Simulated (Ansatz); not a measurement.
CHPSi (SMILES C1=[Si]=P1)

```json
{"atom": "C", "x (Å)": "-0.1468", "y (Å)": "0.0249", "z (Å)": "-0.5392"}
{"atom": "P", "x (Å)": "1.1034", "y (Å)": "0.5685", "z (Å)": "0.4782"}
{"atom": "Si", "x (Å)": "-1.0265", "y (Å)": "1.3176", "z (Å)": "0.4068"}
{"atom": "H", "x (Å)": "-0.2046", "y (Å)": "-0.7401", "z (Å)": "-1.3204"}
```

Geometry: B3LYP-D3(BJ)/def2-SVP.

Computed with Ansatz 0.2.0, isolated molecule in a Gaussian basis; Kohn-Sham density functional theory, functional PBE0.

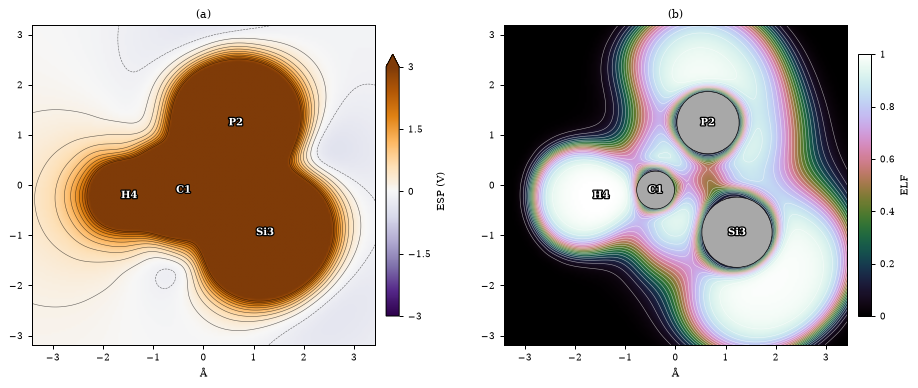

Figure 1. (a) molecular electrostatic potential; (b) ELF on the molecular plane. Grey discs cover the atomic cores in the ELF map.

What do the fields say about this system?

The section cuts through C, P, Si and H sites.
C–P (1.70 Å): the ELF peaks at about 0.85 between the atoms, as expected for a covalent bond.
C–Si (1.83 Å): the ELF peaks at about 0.90 between the atoms, as expected for a shared electron pair.
Si–P (2.26 Å): the ELF peaks at about 0.65 between the atoms.
C–H (1.09 Å): the ELF climbs to about 1 towards the hydrogen, as it does in any bond to H: an ordinary covalent bond to hydrogen.
The ELF also peaks beside Si3 and P2, away from the bonds: lone-pair regions.
Outside the dense part of the molecule the potential is most negative (−0.4 V) near Si3.

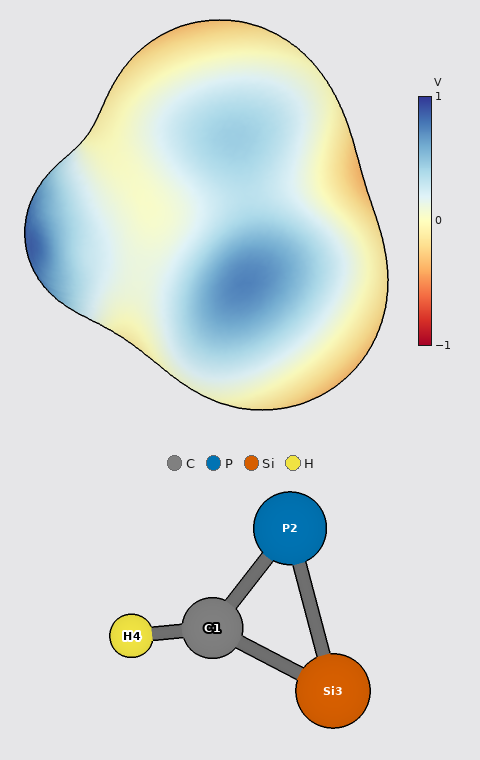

Figure 2. The electrostatic potential painted on the density surface at 0.001 e/bohr³, seen across its widest extent; the colour scale runs from red (negative) to blue (positive). The bare structure is drawn below in the same view.

Where is the surface potential most negative and most positive?

The most negative region (about −0.3 V) lies over P2 and Si3, the most positive (about +0.9 V) over H4.

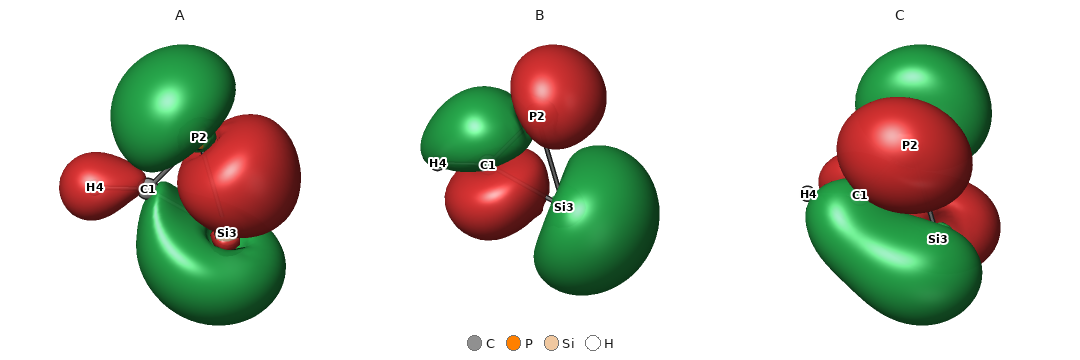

Figure 3. Three frontier orbitals at ±0.08 Å⁻³ᐟ² (green and red are the two phases), in no order.

Which picture is the HOMO−1, the HOMO and the LUMO?

B is the HOMO−1 (−7.31 eV). Its weight (Hirshfeld) is mainly on Si3 (about 50 %), C1 (about 30 %) and P2 (about 20 %); it is symmetric in the molecular plane (an in-plane orbital: σ, lone-pair or in-plane π type). A is the HOMO (−6.66 eV). It lies mainly on P2 (about 50 %), Si3 (about 40 %) and C1 (about 10 %); it is symmetric in the molecular plane (an in-plane orbital: σ, lone-pair or in-plane π type). C is the LUMO (−2.46 eV). By Hirshfeld shares it lies mainly on P2 (about 55 %), Si3 (about 30 %) and C1 (about 15 %); it changes sign across the molecular plane (π type); π-bonding across C1–Si3; π-antibonding (a node) across P2–Si3.

What is the HOMO–LUMO gap?

4.20 eV between the orbital energies.
